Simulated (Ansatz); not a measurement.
## Ru: pressure series

Consider Ru in the hcp (Mg type) structure (space group P6_3/mmc, No. 194; a = 2.7222 Å, c = 4.2908 Å).

Cell and atoms are relaxed at each pressure.

Method: PBE in Ansatz (plane waves to 420 eV, PAW, no spin-orbit coupling).

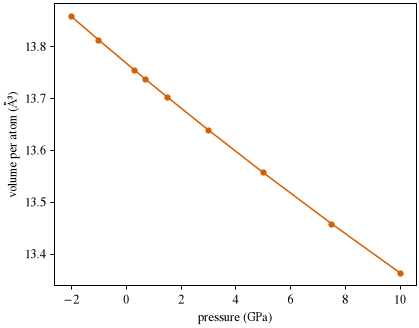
*Volume against pressure*

Problem. Estimate the zero-pressure bulk modulus from the plot.

Solution. About 310 GPa; a third-order Birch–Murnaghan fit to the points gives V₀ = 13.77 Å³/atom, B₀ = 312 GPa and B₀′ = 4.9.

Load acts through the strain it causes; cell and atoms are relaxed under it. No phonon test of stability was made. Competing high-pressure phases were not computed. All final runs are without spin polarisation.

Ansatz is a quantum-chemistry and plane-wave program.
